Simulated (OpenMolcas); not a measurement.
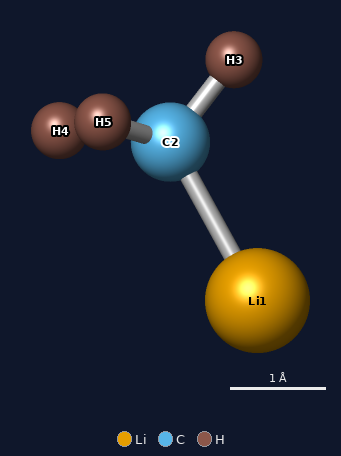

*The structure (ball-and-stick view, seen at a tilt; atoms are numbered from 1 in the order of the input). Sticks mark near contacts.*

**Run report: CH$_{3}$Li, single-point calculation (part 1 of 2)**

System: CH$_{3}$Li.
Method: MRCI/STO-3G (OpenMolcas 26.06).

A bond length was changed on purpose from its optimised value.

What the program printed:
```
--- Start Module: gateway ---

                                              &GATEWAY

                       available to each process: 1.9 GB of memory, 1 thread

 Basis Set     1 Label: LI.STO-3G
 Basis set is read from library:.
 basistype.tbl is not found

 Basis Set     2 Label: C.STO-3G
 Basis set is read from library:.
 basistype.tbl is not found

 Basis Set     3 Label: H.STO-3G
 Basis set is read from library:.
 basistype.tbl is not found

++    Symmetry information:
      ---------------------

                    Character Table for C1

                             E
                    a        1  x, y, xy, Rz, z, xz, Ry, yz, Rx, I
--

++    Basis set information:
      ----------------------

      Basis set label: LI.STO-3G.........

      Electronic valence basis set:
      ------------------
      Associated Effective Charge   3.000000 au
      Associated Actual Charge      3.000000 au
      Nuclear Model: Point charge

      Shell  nPrim  nBasis  Cartesian Spherical Contaminant
         s       6       2        X
         p       3       1        X

      Basis set label: C.STO-3G.........

      Electronic valence basis set:
      ------------------
      Associated Effective Charge   6.000000 au
      Associated Actual Charge      6.000000 au
      Nuclear Model: Point charge

      Shell  nPrim  nBasis  Cartesian Spherical Contaminant
         s       6       2        X
         p       3       1        X

      Basis set label: H.STO-3G.........

      Electronic valence basis set:
      ------------------
      Associated Effective Charge   1.000000 au
      Associated Actual Charge      1.000000 au
      Nuclear Model: Point charge

      Shell  nPrim  nBasis  Cartesian Spherical Contaminant
         s       3       1        X
--

++    Molecular structure info:
      -------------------------

                    ************************************************
                    **** Cartesian Coordinates / bohr, angstrom ****
                    ************************************************

     Center  Label                x              y              z                     x              y              z
        1      LI1              2.624924       1.433805      -3.510183              1.389050       0.758737      -1.857509
        2      C2              -0.155241      -0.291477      -1.969338             -0.082150      -0.154243      -1.042129
        3      H3              -0.169679      -2.328167      -2.330767             -0.089790      -1.232013      -1.233389
        4      H4              -0.200632       0.073699       2.154477             -0.106170       0.039000       1.140100
        5      H5              -2.008571       0.381757      -2.591928             -1.062890       0.202017      -1.371589

                    ***************************************
                    *    InterNuclear Distances / bohr    *
                    ***************************************

               1 LI1           2 C2            3 H3            4 H4            5 H5
    1 LI1      0.000000
    2 C2       3.616645        0.000000
    3 H3       4.832521        2.068561        0.000000
    4 H4       6.474722        4.140201        5.087960        0.000000
    5 H5       4.839347        2.067775        3.285334        5.088408        0.000000

                    *******************************************
                    *    InterNuclear Distances / angstrom    *
                    *******************************************

               1 LI1           2 C2            3 H3            4 H4            5 H5
    1 LI1      0.000000
    2 C2       1.913846        0.000000
    3 H3       2.557260        1.094636        0.000000
    4 H4       3.426276        2.190900        2.692432        0.000000
    5 H5       2.560872        1.094219        1.738524        2.692670        0.000000

                    **************************************
                    *    Valence Bond Angles / degree    *
                    **************************************
                          Atom centers                 Phi
                      3 H3       2 C2       5 H5       105.17
--

            Nuclear Potential Energy             14.62993333 au

--- Stop Module: gateway /rc=_RC_ALL_IS_WELL_ ---

--- Start Module: seward ---

                                              &SEWARD

                       available to each process: 1.9 GB of memory, 1 thread

               SEWARD will generate:
                  Multipole Moment integrals up to order  2
                  Kinetic Energy integrals
                  Nuclear Attraction integrals (point charge)
                  One-Electron Hamiltonian integrals
                  Velocity integrals
                  Orbital angular momentum around (  0.6423   0.2121  -2.3163 )
                  Velocity quadrupole around (  0.6423   0.2121  -2.3163 )
                  Two-Electron Repulsion integrals

                   Integrals are discarded if absolute value <: 1.00E-14
                   Integral cutoff threshold is set to       <: 1.00E-16

            Nuclear Potential Energy             14.62993333 au

      Basis set specifications :
      Symmetry species         a
      Basis functions           13

--- Stop Module: seward /rc=_RC_ALL_IS_WELL_ ---

--- Start Module: rasscf ---

                                              &RASSCF

                       available to each process: 1.9 GB of memory, 1 thread

      Header of the ONEINT file:
      --------------------------

      OrdInt status: non-squared

      Cartesian coordinates in angstrom:
      -----------------------------------------------------
      No.  Label        X            Y            Z
      -----------------------------------------------------
       1   LI1        1.38905000   0.75873700  -1.85750900
       2   C2        -0.08215000  -0.15424300  -1.04212900
       3   H3        -0.08979000  -1.23201300  -1.23338900
       4   H4        -0.10617000   0.03900000   1.14010000
       5   H5        -1.06289000   0.20201700  -1.37158900
      -----------------------------------------------------
      Nuclear repulsion energy =   14.62993333

++    Wave function specifications:
      -----------------------------

      Number of closed shell electrons          10
      Number of electrons in active shells       2
      Max number of holes in RAS1 space          0
      Max nr of electrons in RAS3 space          0
      Number of inactive orbitals                5
      Number of active orbitals                  2
      Number of secondary orbitals               6
      Spin quantum number                      0.0
      State symmetry                             1
--

++    Orbital specifications:
      -----------------------

      Symmetry species                           1
                                                 a
      Frozen orbitals                            0
      Inactive orbitals                          5
      Active orbitals                            2
      RAS1 orbitals                              0
      RAS2 orbitals                              2
      RAS3 orbitals                              0
      Secondary orbitals                         6
      Deleted orbitals                           0
      Number of basis functions                 13
--

++    CI expansion specifications:
      ----------------------------

      Number of CSFs                             3
      Number of spin combinations                3
      Number of determinants                     4
      Number of root(s) required                 1
      Root chosen for geometry opt.              1
      CI root used                               1

      highest root included in the CI            1
      max. size of the explicit Hamiltonian      3
--

++    Optimization specifications:
      ----------------------------

      RASSCF algorithm: Conventional
      Maximum number of macro iterations       200
      Maximum number of SX iterations          100
      Threshold for RASSCF energy            1.000E-08
      Threshold for max MO rotation          1.000E-01
      Threshold for max BLB element          1.000E-04
      Level shift parameter                  5.000E-01
      Make Quasi-Newton update
--

      The MO-coefficients are taken from the file:
      step2.RasOrb
      Title: RASSCF average (pseudo-natural) orbitals

      Total molecular charge    0.00

      ************************************************************************************************************************
      *                                            Wave function control section                                             *
      ************************************************************************************************************************

                                         RASSCF iterations: Energy and convergence statistics
                                         ----------------------------------------------------

          iter iter root      energy       change     param      element    value   shift minimum  type update hh:mm:ss
 Nr of preliminary CI iterations:   1
        1   1    3    1   -46.27047575    0.00E+00   1.15E-05    5   8 1  5.81E-06   0.40   0.00    SX    NO    0:00:00
        2   1    3    1   -46.27047575   -2.69E-10   7.63E-06    5   8 1  3.95E-06   0.40   0.00    SX    NO    0:00:00
        3   1    3    1   -46.27047575   -1.06E-10   5.28E-06    5   8 1  2.99E-06   0.40   0.00    SX    NO    0:00:00
        4   1    3    1   -46.27047575   -5.24E-11   3.74E-06    5   8 1  2.23E-06   0.40   0.00    SX    NO    0:00:00
      Convergence after  4 iterations
        5   1    3    1   -46.27047575   -2.71E-11   3.74E-06    5   8 1  1.68E-06   0.40   0.00    SX    NO    0:00:00

      ************************************************************************************************************************
                                                      Wave function printout:
                       occupation of active orbitals, and spin coupling of open shells (u,d: Spin up or down)
      ************************************************************************************************************************

      Note: transformation to natural orbitals
      has been made, which may change the order of the CSFs.

      printout of CI-coefficients larger than  0.05 for root  1
      energy=     -46.270476
      conf/sym  11     Coeff  Weight
             1  20  -0.88813 0.78878
             3  02   0.45958 0.21122

      Natural orbitals and occupation numbers for root  1
      sym 1:   1.577565   0.422435

      ************************************************************************************************************************
      *                                                    Final results                                                     *
      ************************************************************************************************************************

++    Final optimization conditions:
      ------------------------------

      Average CI energy                             -46.27047575
      RASSCF energy for state  1                    -46.27047575
      Super-CI energy                                -0.00000000
      RASSCF energy change                           -0.00000000
      Max change in MO coefficients              -3.868E-06
      Max non-diagonal density matrix element     3.737E-06
      Maximum BLB matrix element                  1.684E-06
      (orbital pair   5,   8 in symmetry   1)
      Norm of electronic gradient            2.801E-06
--

      Final state energy(ies):
      ------------------------

::    RASSCF root number  1 Total energy:    -46.27047575
      Von Neumann Entropy (Root   1) =  0.74380

      Mulliken population analysis for root number:  1
      -----------------------------------------------

++    Molecular charges:
      ------------------

      Mulliken charges per centre
      ---------------------------

                LI1     C2      H3      H4      H5
      Total    2.8442  6.1615  0.9825  1.0297  0.9823

      N-E      0.1558 -0.1615  0.0175 -0.0297  0.0177

      Total electronic charge=   12.000000

      Total            charge=   -0.000000
--

      Expectation values of various properties for root number:  1
      -----------------------------------------------------------

++    Molecular properties:
      ---------------------

      Charge (e):
                      =   -0.0000
      Dipole Moment (debye):
      Origin of the operator (angstrom)=    0.3399    0.1122   -1.2257
                   X=  2.9991E+00               Y=  1.7796E+00               Z= -2.3921E+00           Total=  4.2289E+00
      Quadrupole Moment (debye*angstrom):
      Origin of the operator (angstrom)=    0.3399    0.1122   -1.2257
                  XX= -5.8789E+00              XY=  3.2431E+00              XZ= -2.9461E+00              YY= -9.1204E+00
                  YZ= -1.8896E+00              ZZ= -1.0150E+01
      In traceless form (debye*angstrom)
                  XX=  3.7566E+00              XY=  4.8646E+00              XZ= -4.4191E+00              YY= -1.1057E+00
                  YZ= -2.8345E+00              ZZ= -2.6508E+00
--

      Average orbitals are written to the RASORB file
      Natural orbitals for root   1 are written to the RASORB.1 file
      Spin density orbitals for root   1 are written to the SPDORB.1 file

--- Stop Module: rasscf /rc=_RC_ALL_IS_WELL_ ---

--- Start Module: motra ---

                                               &MOTRA

                       available to each process: 1.9 GB of memory, 1 thread

      *** WARNING: Default frozen orbitals is overwritten by user input.
      *** Default values:   2

      Header of the integral files:

      Header of MO coefficients source file:
      * RASSCF average (pseudo-natural) orbitals

      Cartesian coordinates in angstrom:
      -----------------------------------------------------
      No.  Label        X            Y            Z
      -----------------------------------------------------
       1   LI1        1.38905000   0.75873700  -1.85750900
       2   C2        -0.08215000  -0.15424300  -1.04212900
       3   H3        -0.08979000  -1.23201300  -1.23338900
       4   H4        -0.10617000   0.03900000   1.14010000
       5   H5        -1.06289000   0.20201700  -1.37158900
      -----------------------------------------------------
      Nuclear repulsion energy =   14.62993333

      Orbital specifications:
      -----------------------

      Symmetry species:              1
      Number of basis functions:    13
      Frozen orbitals:               1
      Deleted orbitals:              0
      Number of orbitals used:      12

       SYMMETRY  BASIS FUNCTIONS       ORBITALS      INTEGRALS   CPU(SEC)  I/O(SEC)
        1 1 1 1   13  13  13  13    12  12  12  12        3081       0.00      0.00

       TOTAL CPU TIME(SEC)    0.00TOTAL I/O TIME(SEC)    0.00

--- Stop Module: motra /rc=_RC_ALL_IS_WELL_ ---

--- Start Module: guga ---

                                               &GUGA

                       available to each process: 1.9 GB of memory, 1 thread
```
